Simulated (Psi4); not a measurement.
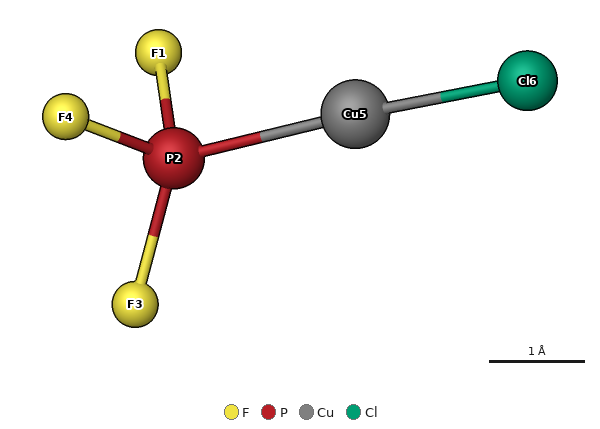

*The starting structure (ball-and-stick view, seen at a tilt; atoms are numbered from 1 in the order of the input). Sticks mark near contacts.*

Geometry relaxation of CuPClF3 (part 1 of 4)

The run: geometry relaxation of CuPClF3. Method and program: PBE0/def2-TZVP, RKS, dispersion D4 (Psi4 1.11).

The run did not end well.

## What the program printed
```
Psi4 1.11 release

gradient() will perform analytic gradient computation.

   => Loading Basis Set <=

    Name: DEF2-TZVP
    Role: ORBITAL
    Keyword: BASIS

   => PBE0-D4(BJ,EEQ)ATM: Empirical Dispersion <=

        a1 =       0.400856
        a2 =       5.029288
       alp =      16.000000
        s6 =       1.000000
        s8 =       1.200655
        s9 =       1.000000
        ga =       3.000000
        gc =       2.000000
        wf =       6.000000

         ---------------------------------------------------------
                                   SCF
                              RKS Reference
                        2 Threads,   3147 MiB Core
         ---------------------------------------------------------

  ==> Geometry <==

    Molecular point group: c1
    Full point group: C1

    Geometry (in Angstrom), charge = 0, multiplicity = 1:

       Center              X                  Y                   Z               Mass
    ------------   -----------------  -----------------  -----------------  -----------------
         F            1.035418622912    -0.994053293637     1.949172513900    18.998403162730
         P            0.751800622912    -1.078786293637     0.252011513900    30.973761998420
         F            0.361447622912    -2.564591293637    -0.325241486100    18.998403162730
         F            2.140608622912    -0.938599293637    -0.195154486100    18.998403162730
         CU          -0.497186377088     0.635985706363    -0.165053486100    62.929597720000
         CL          -1.693070377088     2.254354706363    -0.702438486100    34.968852682000

  Running in c1 symmetry.

  Rotational constants: A =      0.13541  B =      0.02545  C =      0.02441 [cm^-1]
  Rotational constants: A =   4059.49190  B =    762.89534  C =    731.87309 [MHz]
  Nuclear repulsion =  627.059006770761130

  Charge       = 0
  Multiplicity = 1
  Electrons    = 88
  Nalpha       = 44
  Nbeta        = 44

  ==> Algorithm <==

  SCF Algorithm Type is DF.
  DIIS enabled.
  MOM disabled.
  Fractional occupation disabled.
  Guess Type is SAD.
  Energy threshold   = 1.00e-08
  Density threshold  = 1.00e-08
  Integral threshold = 1.00e-12

  ==> Primary Basis <==

  Basis Set: DEF2-TZVP
    Blend: DEF2-TZVP
    Number of shells: 74
    Number of basis functions: 212
    Number of Cartesian functions: 244
    Spherical Harmonics?: true
    Max angular momentum: 3

  ==> DFT Potential <==

   => LibXC <=

    Version 7.1.2

   => Composite Functional: PBE0-D4BJEEQATM <=

    PBE0-d4bjeeqatm Hyb-GGA Exchange-Correlation Functional

    Deriv               =              1
    GGA                 =           TRUE
    Meta                =          FALSE

    Exchange Hybrid     =           TRUE
    MP2 Hybrid          =          FALSE

   => Exchange Functionals <=

    0.7500   Perdew, Burke & Ernzerhof

   => Exact (HF) Exchange <=

    0.2500               HF

   => Correlation Functionals <=

    1.0000   Perdew, Burke & Ernzerhof

   => LibXC Density Thresholds  <==

    XC_HYB_GGA_XC_PBEH:  1.00E-15

   => Molecular Quadrature <=

    Radial Scheme          =       TREUTLER
    Pruning Scheme         =           NONE
    Nuclear Scheme         =       TREUTLER

    Blocking Scheme        =         OCTREE
    BS radius alpha        =              1
    Pruning alpha          =              1
    Radial Points          =             75
    Spherical Points       =            302
    Total Points           =         130338
    Total Blocks           =           1081
    Max Points             =            256
    Max Functions          =            186
    Weights Tolerance      =       1.00E-15

   => Loading Basis Set <=

    Name: (DEF2-TZVP AUX)
    Role: JKFIT
    Keyword: DF_BASIS_SCF

  ==> Integral Setup <==

  DFHelper Memory: AOs need 0.229 GiB; user supplied 1.864 GiB.
  SCF_SUBTYPE=INCORE selected. In-core MEM_DF algorithm will be used.
  Using in-core AOs.

  ==> MemDFJK: Density-Fitted J/K Matrices <==

    J tasked:                   Yes
    K tasked:                   Yes
    wK tasked:                   No
    Memory [MiB]:              1909
    Algorithm:                 Core
    Schwarz Cutoff:           1E-12
    Mask sparsity (%):      16.0466
    Fitting Condition:        1E-10

   => Auxiliary Basis Set <=

  Basis Set: (DEF2-TZVP AUX)
    Blend: DEF2-UNIVERSAL-JKFIT
    Number of shells: 209
    Number of basis functions: 751
    Number of Cartesian functions: 966
    Spherical Harmonics?: true
    Max angular momentum: 6

  Cached 100.0% of DFT collocation blocks in 0.441 [GiB].

  Minimum eigenvalue in the overlap matrix is 2.7888060222E-03.
  Reciprocal condition number of the overlap matrix is 5.6707388137E-04.
    Using symmetric orthogonalization.

  ==> Pre-Iterations <==

  SCF Guess: Superposition of Atomic Densities via on-the-fly atomic UHF (no occupation information).

   -------------------------
    Irrep   Nso     Nmo
   -------------------------
     A        212     212
   -------------------------
    Total     212     212
   -------------------------

  ==> Iterations <==

                           Total Energy        Delta E     RMS |[F,P]|

   @DF-RKS iter SAD: -2738.74445120114478   -2.73874e+03   0.00000e+00
   @DF-RKS iter   1: -2737.61899099713037    1.12546e+00   2.07124e-02 DIIS/ADIIS
   @DF-RKS iter   2: -2693.85081088286051    4.37682e+01   4.44051e-02 DIIS/ADIIS
   @DF-RKS iter   3: -2740.09708383327506   -4.62463e+01   6.78554e-03 DIIS/ADIIS
   @DF-RKS iter   4: -2738.05319263252977    2.04389e+00   1.42696e-02 DIIS/ADIIS
   @DF-RKS iter   5: -2741.06248693971747   -3.00929e+00   2.31268e-03 DIIS/ADIIS
   @DF-RKS iter   6: -2741.09300900027165   -3.05221e-02   1.44904e-03 DIIS/ADIIS
   @DF-RKS iter   7: -2741.12174747600602   -2.87385e-02   1.80430e-04 DIIS/ADIIS
   @DF-RKS iter   8: -2741.12225442334193   -5.06947e-04   6.88492e-05 DIIS
   @DF-RKS iter   9: -2741.12230479844948   -5.03751e-05   3.46377e-05 DIIS
   @DF-RKS iter  10: -2741.12231825386880   -1.34554e-05   1.05116e-05 DIIS
   @DF-RKS iter  11: -2741.12231990941109   -1.65554e-06   3.85702e-06 DIIS
   @DF-RKS iter  12: -2741.12232013378480   -2.24374e-07   1.59801e-06 DIIS
   @DF-RKS iter  13: -2741.12232016870576   -3.49210e-08   4.54840e-07 DIIS
   @DF-RKS iter  14: -2741.12232017244969   -3.74393e-09   1.65616e-07 DIIS
   @DF-RKS iter  15: -2741.12232017318775   -7.38055e-10   5.67458e-08 DIIS
   @DF-RKS iter  16: -2741.12232017326005   -7.23048e-11   1.65500e-08 DIIS
   @DF-RKS iter  17: -2741.12232017326551   -5.45697e-12   6.54573e-09 DIIS
  Energy and wave function converged.

  ==> Post-Iterations <==

   Electrons on quadrature grid:
      Ntotal   =   88.0000184765 ; deviation = 1.848e-05

    Orbital Energies [Eh]
    ---------------------

    Doubly Occupied:

       1A   -323.388153     2A   -101.642003     3A    -77.448134
       4A    -38.992012     5A    -34.160294     6A    -34.157235
       7A    -34.156624     8A    -24.904125     9A    -24.868515
      10A    -24.835709    11A     -9.468015    12A     -7.198585
      13A     -7.195650    14A     -7.195581    15A     -6.824612
      16A     -4.962480    17A     -4.961170    18A     -4.956285
      19A     -4.410557    20A     -2.894747    21A     -2.884839
      22A     -2.883864    23A     -1.405810    24A     -1.313936
      25A     -1.268696    26A     -0.774633    27A     -0.763104
      28A     -0.649226    29A     -0.636446    30A     -0.625943
      31A     -0.568101    32A     -0.545977    33A     -0.532471
      34A     -0.504904    35A     -0.495165    36A     -0.450261
      37A     -0.368939    38A     -0.367652    39A     -0.356812
      40A     -0.348677    41A     -0.348634    42A     -0.302664
      43A     -0.281119    44A     -0.280521

    Virtual:

      45A     -0.095818    46A     -0.060073    47A     -0.026422
      48A      0.006662    49A      0.105368    50A      0.114288
      51A      0.123583    52A      0.163061    53A      0.166107
      54A      0.175119    55A      0.194498    56A      0.205606
      57A      0.217830    58A      0.254949    59A      0.261554
      60A      0.286868    61A      0.347158    62A      0.357377
      63A      0.381623    64A      0.404997    65A      0.410006
      66A      0.431102    67A      0.438774    68A      0.461716
      69A      0.502254    70A      0.504076    71A      0.514890
      72A      0.521017    73A      0.546306    74A      0.564018
      75A      0.586412    76A      0.607093    77A      0.641694
      78A      0.664979    79A      0.679213    80A      0.684470
      81A      0.690628    82A      0.717412    83A      0.787963
      84A      0.860037    85A      0.871544    86A      0.900040
      87A      0.909806    88A      0.952838    89A      0.956338
      90A      0.990306    91A      1.047990    92A      1.090420
      93A      1.121194    94A      1.140409    95A      1.224172
      96A      1.273262    97A      1.281507    98A      1.332686
      99A      1.380392   100A      1.397302   101A      1.420483
     102A      1.467835   103A      1.490257   104A      1.674881
     105A      1.763084   106A      1.815198   107A      1.817443
     108A      1.839437   109A      1.897950   110A      1.909597
     111A      1.925281   112A      1.927319   113A      1.944365
     114A      1.953142   115A      1.988732   116A      2.017043
     117A      2.030540   118A      2.099065   119A      2.144885
     120A      2.145869   121A      2.147934   122A      2.147947
     123A      2.155450   124A      2.171724   125A      2.214109
     126A      2.284781   127A      2.310974   128A      2.319923
     129A      2.341764   130A      2.354038   131A      2.388561
     132A      2.449963   133A      2.465110   134A      2.490310
     135A      2.497585   136A      2.514246   137A      2.598947
     138A      2.606508   139A      2.639383   140A      2.921851
     141A      3.201746   142A      3.204651   143A      3.253144
     144A      3.267543   145A      3.343555   146A      3.357289
     147A      3.395394   148A      3.544081   149A      3.650344
     150A      3.657362   151A      3.708540   152A      3.721231
     153A      3.793364   154A      3.803912   155A      3.962874
     156A      3.974509   157A      4.157554   158A      4.271241
     159A      5.750001   160A      5.750859   161A      5.752860
     162A      5.752888   163A      5.771855   164A      5.773281
     165A      5.863049   166A      6.550737   167A      6.638480
     168A      6.686744   169A      6.734389   170A      6.740923
     171A      6.741592   172A      6.748136   173A      6.778514
     174A      6.793152   175A      6.794459   176A      6.796608
     177A      6.809145   178A      6.827438   179A      6.827897
     180A      6.834199   181A      6.846569   182A      6.871232
     183A      6.895448   184A      6.901895   185A      6.913985
     186A      6.923907   187A      7.575211   188A      7.747375
     189A      7.909588   190A      8.179333   191A      8.197287
     192A      8.215666   193A      8.248899   194A      8.270391
     195A      8.282427   196A      8.446086   197A      8.467042
     198A      8.479804   199A      8.530594   200A      8.596985
     201A      8.613461   202A      8.697556   203A      8.794429
     204A      8.858561   205A     10.828358   206A     10.831561
     207A     11.050927   208A     14.932188   209A     25.023442
     210A     56.801112   211A     56.873035   212A     56.970918

    Final Occupation by Irrep:
              A
    DOCC [    44 ]
    NA   [    44 ]
    NB   [    44 ]

  @DF-RKS Final Energy: -2741.12232017326551

   => Energetics <=

    Nuclear Repulsion Energy =            627.0590067707611297
    One-Electron Energy =               -5061.5928632354198271
    Two-Electron Energy =                1806.3180560296764270
    DFT Exchange-Correlation Energy =    -112.9012635379143887
    Empirical Dispersion Energy =          -0.0052562003683932
    VV10 Nonlocal Energy =                  0.0000000000000000
    Total Energy =                      -2741.1223201732655070

Computation Completed

Properties will be evaluated at   0.000000,   0.000000,   0.000000 [a0]

Properties computed using the SCF density matrix

 Multipole Moments:

 ------------------------------------------------------------------------------------
     Multipole            Electronic (a.u.)      Nuclear  (a.u.)        Total (a.u.)
 ------------------------------------------------------------------------------------

 L = 1.  Multiply by 2.5417464519 to convert [e a0] to [Debye]
 Dipole X            :          1.5178596           -0.1631177            1.3547419
 Dipole Y            :         -1.8963854            0.2090531           -1.6873323
 Dipole Z            :          0.3900434           -0.1678904            0.2221530
 Magnitude           :                                                    2.1752627

 ------------------------------------------------------------------------------------

	total time  =         14 seconds =       0.23 minutes

         ------------------------------------------------------------
                                   SCF GRAD
         ------------------------------------------------------------

  ==> Geometry <==

    Molecular point group: c1
    Full point group: C1

    Geometry (in Angstrom), charge = 0, multiplicity = 1:

       Center              X                  Y                   Z               Mass
    ------------   -----------------  -----------------  -----------------  -----------------
         F            1.035418622912    -0.994053293637     1.949172513900    18.998403162730
         P            0.751800622912    -1.078786293637     0.252011513900    30.973761998420
         F            0.361447622912    -2.564591293637    -0.325241486100    18.998403162730
         F            2.140608622912    -0.938599293637    -0.195154486100    18.998403162730
         CU          -0.497186377088     0.635985706363    -0.165053486100    62.929597720000
         CL          -1.693070377088     2.254354706363    -0.702438486100    34.968852682000

  Nuclear repulsion =  627.059006770761130

  ==> Basis Set <==

  Basis Set: DEF2-TZVP
    Blend: DEF2-TZVP
    Number of shells: 74
    Number of basis functions: 212
    Number of Cartesian functions: 244
    Spherical Harmonics?: true
    Max angular momentum: 3

  ==> DFJKGrad: Density-Fitted SCF Gradients <==

    Gradient:                    1
    J tasked:                  Yes
    K tasked:                  Yes
    wK tasked:                  No
    Integrals threads:           2
    Memory [MiB]:             2360
    Schwarz Cutoff:          1E-12
    Fitting Condition:       1E-10

   => Auxiliary Basis Set <=

  Basis Set: (DEF2-TZVP AUX)
    Blend: DEF2-UNIVERSAL-JKFIT
    Number of shells: 209
    Number of basis functions: 751
    Number of Cartesian functions: 966
    Spherical Harmonics?: true
    Max angular momentum: 6

   => Molecular Quadrature <=

    Radial Scheme          =       TREUTLER
    Pruning Scheme         =           NONE
    Nuclear Scheme         =       TREUTLER

    Blocking Scheme        =         OCTREE
    BS radius alpha        =              1
    Pruning alpha          =              1
    Radial Points          =             75
    Spherical Points       =            302
    Total Points           =         130338
    Total Blocks           =           1081
    Max Points             =            256
    Max Functions          =            186
    Weights Tolerance      =       1.00E-15

  -Total Gradient:
     Atom            X                  Y                   Z
    ------   -----------------  -----------------  -----------------
       1        0.010004746142     0.024750831562     0.071595984705
       2        0.075931770661     0.005896625303    -0.059373112984
       3       -0.021214198639    -0.044183926073    -0.034003772305
[... cut ...]
	             B(3,2,5)     118.07084       -0.00001      -13.54618     104.52465
	             B(4,2,5)     117.97294       -0.00002        8.89571     126.86865
	-------------------------------------------------------------------------------

	                                 ==> Convergence Check <==

	Measures of convergence in internal coordinates in au.

	Criteria marked as inactive (o), active & met (*), and active & unmet ( ).

	----------------------------------------------------------------------------------------------
	   Step    Total Energy     Delta E     Max Force     RMS Force      Max Disp      RMS Disp
	----------------------------------------------------------------------------------------------
	  Convergence Criteria              o    2.00e-04 *             o             o             o
	----------------------------------------------------------------------------------------------
	    49   -2741.16111847   -5.74e-07 o    3.62e-03      1.09e-03 o    4.75e-01 o    2.20e-01 o  ~
	----------------------------------------------------------------------------------------------

Next Geometry in Ang
	Fragment 1 (Ang)

	    F   0.6813647785  -0.8681825683   1.6762176237
	    P   0.8879056276  -1.0205706435   0.2100991278
	    F   0.2629567441  -2.2487230223  -0.1221728345
	    F   2.3458164732  -1.0012387208  -0.2496433812
	   Cu  -0.4987661582   0.3605858677  -0.1564519801
	   Cl  -1.5531114718   2.0417794859  -0.4754907603

    Structure for next step:
    Molecular point group: c1
    Full point group: C1

    Geometry (in Angstrom), charge = 0, multiplicity = 1:

    F            0.658168321120    -0.783397035041     1.650305187541
    P            0.864709170178    -0.935785110281     0.184186691704
    F            0.239760286639    -2.163937489072    -0.148085270592
    F            2.322620015728    -0.916453187582    -0.275555817313
    CU          -0.521962615672     0.445371400934    -0.182364416243
    CL          -1.576307929268     2.126565019131    -0.501403196413

gradient() will perform analytic gradient computation.

  ==> Geometry <==

    Molecular point group: c1
    Full point group: C1

    Geometry (in Angstrom), charge = 0, multiplicity = 1:
```
